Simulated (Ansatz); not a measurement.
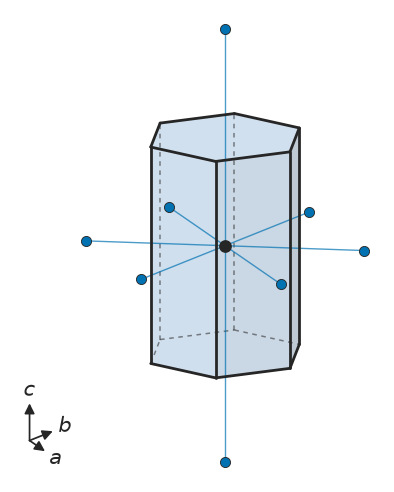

For Re, the end point of a relaxation at fixed volume with Ansatz, DFT r2SCAN, scalar-relativistic, plane waves, PAW: the Wigner–Seitz cell of the crystal's lattice, with lines to the lattice points that define its faces. The drawing is computed from the coordinates (standard cell, symmetry found to 0.002 Å).

a = 2.775 Å, b = 2.775 Å, c = 4.491 Å, α = 90.00°, β = 90.00°, γ = 120.00°; lattice centring P.

**Which of Fedorov's five parallelohedra is it?**

A hexagonal prism: 8 faces (6 with 4 edges, 2 with 6 edges), 18 edges, 12 vertices. Its volume is that of the primitive cell, 30.0 Å³.

**Which lattice vectors do the faces bisect?**

| example | length (Å) | faces | edges of each | area (Å²) |
| --- | --- | --- | --- | --- |
| a + b | 2.78 | 6 | 4 | 7.2 |
| c | 4.49 | 2 | 6 | 6.7 |
